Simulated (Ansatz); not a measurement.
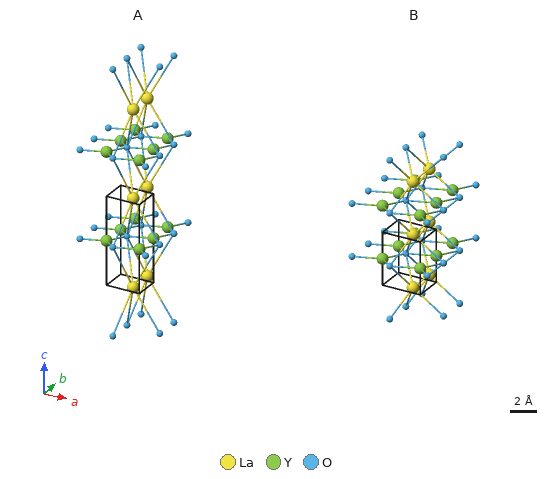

Two geometries of solid LaYO (a generated structure, set up in P-6m2), drawn at one scale. One is the start of a relaxation, the other its converged end. Style: ball-and-stick. Shown: the cell of the calculation, repeated 1 × 2 × 2 with one cell outlined, slightly off an axis.

Level of theory: DFT PBE, scalar-relativistic, plane waves, PAW (Ansatz 0.2.0). (plane-wave cutoff 420 eV; k-point mesh 12 × 12 × 12; occupations gaussian; smearing width 0.1 eV; no spin polarisation; cell and atoms relaxed; force threshold 0.01 eV/Å; at most 80 steps)

**Which one is relaxed?**

Structure A is the relaxed one. After 19 accepted moves (24 points after the start) the energy has fallen by 2.254 eV per cell of the calculation. All forces vanish by symmetry, so only the cell relaxes. The pressure goes from −0.40 to 0.00 GPa. The line search rejected the trial step at point 16 of the run. The SCF was repeated 4 times at an unchanged geometry on a basis and grid sized afresh for the cell, which shifted the energy by 0.380 eV per cell of the calculation at most. The atoms keep their places relative to the cell (all moves are under 0.005 Å). The volume changes by +27.8 %, with a = b 4.279 → 3.733 Å (−12.8 %), c 4.225 → 7.091 Å (+67.8 %). Some distances before and after: La–O 3.251 → 4.149 Å, La–Y 3.251 → 4.149 Å, O–Y 2.470 → 2.155 Å. The space group stays P-6m2 (No. 187). Cost: 4.3 min on 1 thread of Intel(R) Xeon(R) Platinum 8559C (Emerald Rapids), with other jobs on the host, peak memory 0.63 GiB.
